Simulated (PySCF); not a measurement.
C3H11N3OSi3

```xyz
21

C    -3.9800    0.2649    0.2279
C    -2.8230    0.1921   -0.0756
C    -1.4084    0.0964   -0.3513
N    -0.8540   -1.0839    0.3021
Si    0.6778   -1.7153   -0.1356
O     0.9684   -3.0593    0.7426
N     2.0485   -0.7382    0.2732
Si    2.4946    0.8332   -0.2588
N     1.0554    1.7633   -0.5495
Si   -0.5211    1.7294    0.1568
H    -5.0014    0.3328    0.4576
H    -1.2753   -0.0516   -1.4288
H    -1.1019   -1.1012    1.2817
H     0.6059   -2.0061   -1.5677
H     0.3011   -3.7374    0.7591
H     2.7779   -1.2450    0.7460
H     3.2092    0.8439   -1.5451
H     3.3140    1.4194    0.8116
H     1.2543    2.6150   -1.0481
H    -0.5023    1.8007    1.6231
H    -1.2487    2.8638   -0.4216
```

Geometry: GFN2-xTB.

Level of theory: PBE0/pcSseg-1, SCF density, gas phase, non-relativistic in PySCF.

> Predict the electron density and electron localisation function between the atoms.

C–C (1.20 Å): the density is about 2.7 e/Å³ at the midpoint; the ELF peaks at about 0.85 between the atoms (a multiple bond).
Si–N (1.72 Å): ρ at the midpoint is about 1.1 e/Å³; the ELF peaks at about 0.90 between the atoms (a shared but strongly polarised pair).

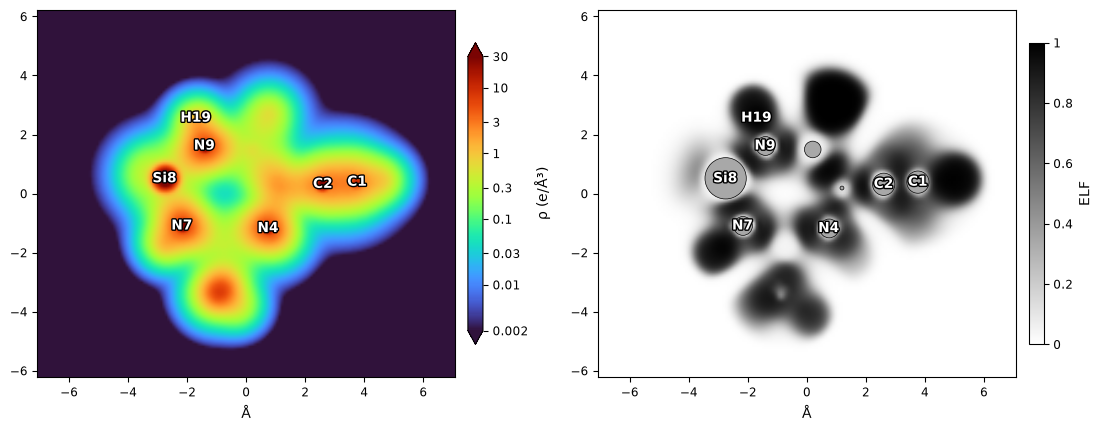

Computed electron density and electron localisation function on the plane of atoms N7, Si8 and N9, in this order. Grey discs cover the atomic cores in the ELF map. 
